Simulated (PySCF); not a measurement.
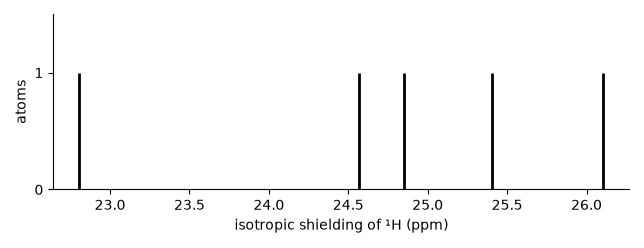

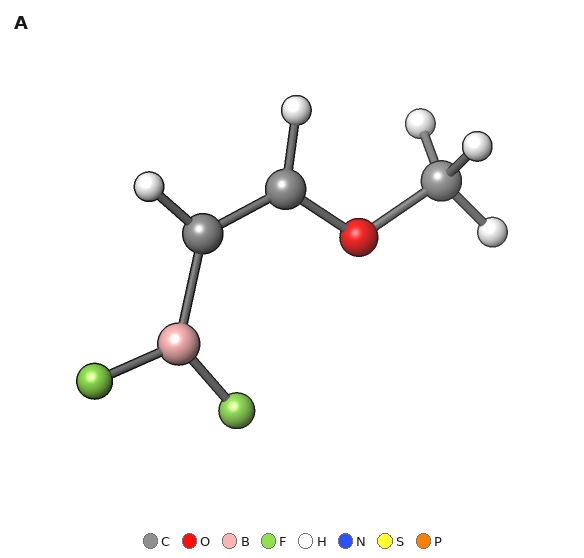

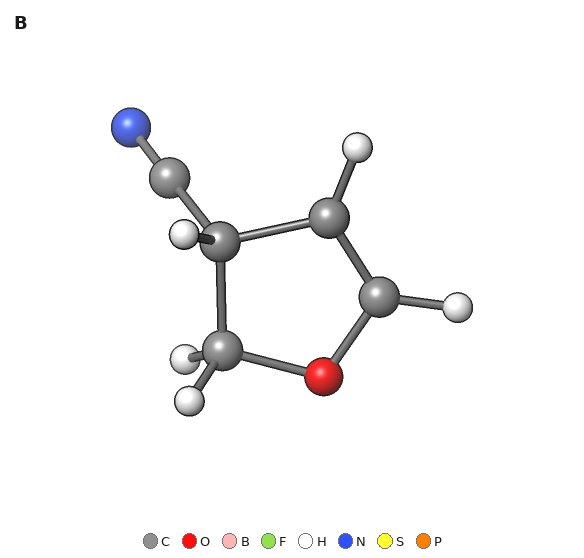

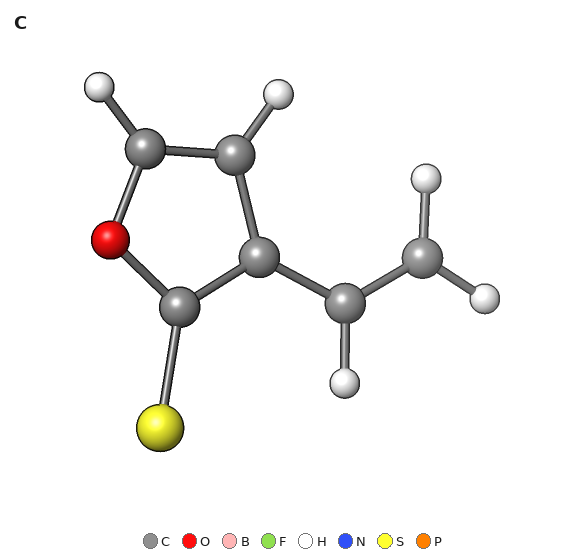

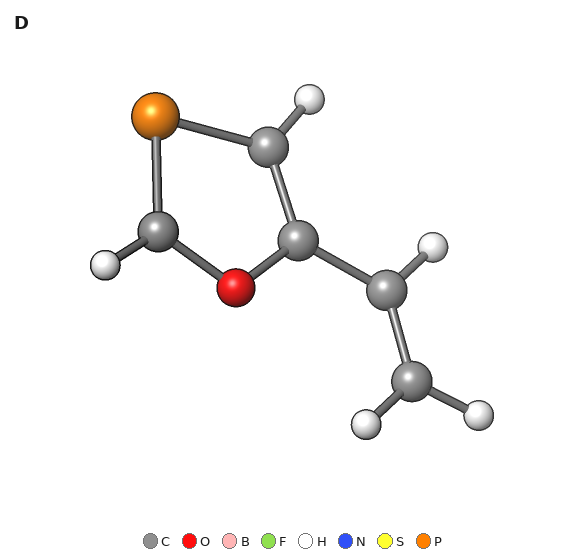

The sticks are computed shieldings of one of the molecules, for one fixed geometry (GFN2-xTB) without averaging over rotations. Low shielding means a high chemical shift. Method: GIAO PBE0/pcSseg-1 NMR shielding, non-relativistic, gas phase (PySCF 2.14.0).

**Match the spectrum to a structure.**

D, `C=Cc1cpco1`. Its 5 H atoms give lines at 22.81, 24.57, 24.85, 25.40, 26.11 ppm.

The geometry is semi-empirical. Around B, P such bond lengths and angles can be off by a tenth of an ångström or more and by several degrees, and values that hang on the shape move with them.
